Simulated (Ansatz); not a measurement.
**CH4AlO2 (SMILES C[O][Al][OH]): UBLYP/6-311+G(d,p)**

Aim: the energy change on altering one bond length of CH4AlO2 at UBLYP/6-311+G**, from 2 runs. 

The results are computed with Ansatz 0.2.0.

37 further runs of the same task are left out: 37 set aside as unsound or not needed.

## (1) Starting point

CH4AlO2: 8 atoms, total charge 0, spin state doublet. SMILES: `C[O][Al][OH]`. Geometry: relaxed at PBE0-D4/def2-TZVP. This is one conformer, not always the lowest.

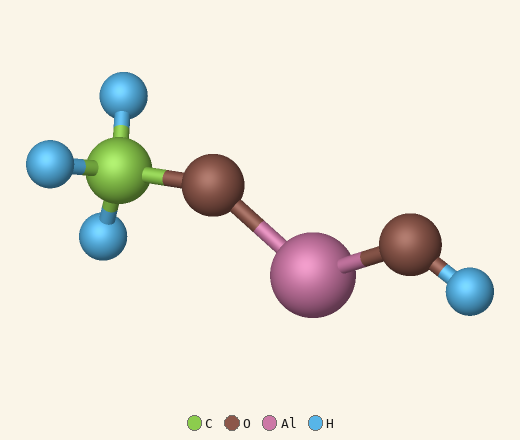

Viewed from a chosen angle; carbon green, oxygen brown, aluminium pink, hydrogen blue.

## (2) The energy at UBLYP/6-311+G(d,p)

File job.yaml:

```yaml
crystal:
  periodic: [false, false, false]
  atoms:
    - {symbol: C, position_ang: [0.292700, 1.365900, -0.669900]}
    - {symbol: O, position_ang: [-0.035800, 0.282500, 0.144300]}
    - {symbol: Al, position_ang: [-0.062600, -1.399600, 0.093000]}
    - {symbol: O, position_ang: [-0.601900, -2.191900, 1.497900]}
    - {symbol: H, position_ang: [0.661200, 1.058300, -1.655900]}
    - {symbol: H, position_ang: [-0.585400, 2.002400, -0.820800]}
    - {symbol: H, position_ang: [1.070000, 1.971500, -0.192500]}
    - {symbol: H, position_ang: [-0.646300, -3.146000, 1.548200]}
basis:
  gaussian:
    orbitals: 6-311+G_st__st_-spherical.json
accuracy: high
magnetization:
  spin_polarized: true
  initial_magnetization: 1
output: {orbitals: {seedname: orbitals}}
hamiltonian:
  xc: {name: BLYP}
```

The basis set 6-311+G** is read from a file made from the Basis Set Exchange's data (not shown).

Started as:

```sh
$ ansatz run job.yaml --threads 1 --pin off --max-ram 3480MiB --events-out events.jsonl --progress --plain --runs-dir runs
```

Standard output:

```text
Warning: RAYON_NUM_THREADS=1 ignored (pool sized by the plan → 1); use --threads N
Functional definition: BLYP
  name "BLYP"
  parameter beta = 0.0042
  parameter a = 0.04918
  parameter b = 0.132
  parameter c = 0.2533
  parameter d = 0.349
  exchange = b88_x(beta = beta)
  correlation = lyp_c(a = a, b = b, c = c, d = d)
2227 factors; integrals over basis functions are off by at most 2.0e-8 eV
mean field evaluation 1: about -11775.1741 eV, gradient 7.4e1 eV
mean field evaluation 2: about -11544.4952 eV, gradient 1.9e2 eV
mean field evaluation 4: about -11791.9853 eV, gradient 3.1e1 eV
mean field evaluation 8: about -11795.2808 eV, gradient 5.6e-1 eV
mean field evaluation 16: about -11795.2824 eV, gradient 9.7e-5 eV
mean field -11795.28237933 eV, -433.4686323108 hartree, gradient 4.8e-8 eV, S^2 0.751380; 0 other end points of the search recorded, 0 dependent functions left out
reference -11795.28244036 eV, -433.4686345535 hartree; 20, 19 occupied and 100, 101 virtual orbitals, 2227 factors
Total energy: -11795.28244036 eV, -433.4686345535 hartree
```

Run time: 12 s. Hardware: 1 thread of Arm Neoverse V2, shared host; peak memory 0.39 GiB.

## (3) The distorted shape at the same level

File job.yaml:

```yaml
crystal:
  periodic: [false, false, false]
  atoms:
    - {symbol: C, position_ang: [0.686908, 2.666005, -1.646959]}
    - {symbol: O, position_ang: [-0.035800, 0.282500, 0.144300]}
    - {symbol: Al, position_ang: [-0.062600, -1.399600, 0.093000]}
    - {symbol: O, position_ang: [-0.601900, -2.191900, 1.497900]}
    - {symbol: H, position_ang: [1.055408, 2.358405, -2.632959]}
    - {symbol: H, position_ang: [-0.191192, 3.302505, -1.797859]}
    - {symbol: H, position_ang: [1.464208, 3.271605, -1.169559]}
    - {symbol: H, position_ang: [-0.646300, -3.146000, 1.548200]}
basis:
  gaussian:
    orbitals: 6-311+G_st__st_-spherical.json
magnetization:
  spin_polarized: true
  initial_magnetization: 1
hamiltonian:
  xc: {name: BLYP}
accuracy: high
output: {orbitals: {seedname: orbitals}}
```

The basis set 6-311+G** is read from a file made from the Basis Set Exchange's data (not shown).

Started as:

```sh
$ ansatz run job.yaml --threads 1 --pin off --max-ram 3480MiB --events-out events.jsonl --progress --plain --runs-dir runs
```

Standard output:

```text
Warning: RAYON_NUM_THREADS=1 ignored (pool sized by the plan → 1); use --threads N
[... 9 set-up lines as earlier in the session ...]
2184 factors; integrals over basis functions are off by at most 4.9e-8 eV
mean field evaluation 1: about -11762.6912 eV, gradient 8.5e1 eV
mean field evaluation 2: about -11457.3379 eV, gradient 1.9e2 eV
mean field evaluation 4: about -11765.4650 eV, gradient 7.9e1 eV
mean field evaluation 8: about -11789.0520 eV, gradient 1.9e1 eV
mean field evaluation 16: about -11791.8212 eV, gradient 1.1e-1 eV
mean field evaluation 32: about -11779.2214 eV, gradient 3.5e1 eV
mean field evaluation 64: about -11789.8339 eV, gradient 8.1e0 eV
mean field -11791.82251782 eV, -433.3414847454 hartree, gradient 1.7e-8 eV, S^2 0.822042; 10 other end points of the search recorded, 0 dependent functions left out
reference -11791.82258520 eV, -433.3414872217 hartree; 20, 19 occupied and 100, 101 virtual orbitals, 2184 factors
Total energy: -11791.82258520 eV, -433.3414872217 hartree
```

Wall time 22 s (1 thread of Arm Neoverse V2, shared host); peak memory 0.39 GiB.

## (4) Outcome

At UBLYP/6-311+G**:

```
                                                         quantity          value
                                        first shape: total energy  -433.46863 Eh
                  first shape: HOMO energy (highest over α and β)       -4.68 eV
                   first shape: LUMO energy (lowest over α and β)       -3.44 eV
                                                first shape: ⟨S²⟩          0.751
                                    distorted shape: total energy  -433.34149 Eh
              distorted shape: HOMO energy (highest over α and β)       -5.09 eV
               distorted shape: LUMO energy (lowest over α and β)       -4.69 eV
                                            distorted shape: ⟨S²⟩          0.822
energy change with the C1–O2 bond stretched from 1.394 to 3.068 Å       3.460 eV
```

With the C1–O2 bond stretched from 1.394 to 3.068 Å the energy rises by 3.46 eV (80 kcal/mol). The first shape isn't relaxed at this level, so the change isn't measured from a minimum.
